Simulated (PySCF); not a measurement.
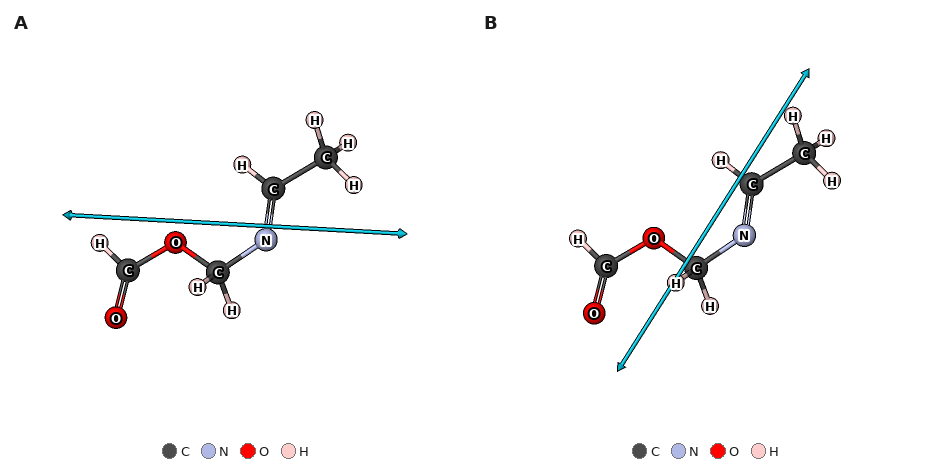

The double arrows show the directions of two transition dipoles from the ground state (lengths mean nothing). The computed structure is the end point of a GFN2-xTB optimisation. No frequency run is at hand to confirm it as a minimum. Level of theory: TDDFT ωB97X-D/def2-SVPD, vertical, gas phase, core orbitals frozen in the response (PySCF 2.14.0).

One belongs to singlet state 3 and one to singlet state 6. Which is which?

Answer. A: state 6, 8.18 eV (152 nm), oscillator strength 0.032, mainly HOMO−1 → LUMO+1 (weight 0.53).
B: state 3, 7.78 eV (159 nm), oscillator strength 0.24, mainly HOMO−1 → LUMO (weight 0.58).
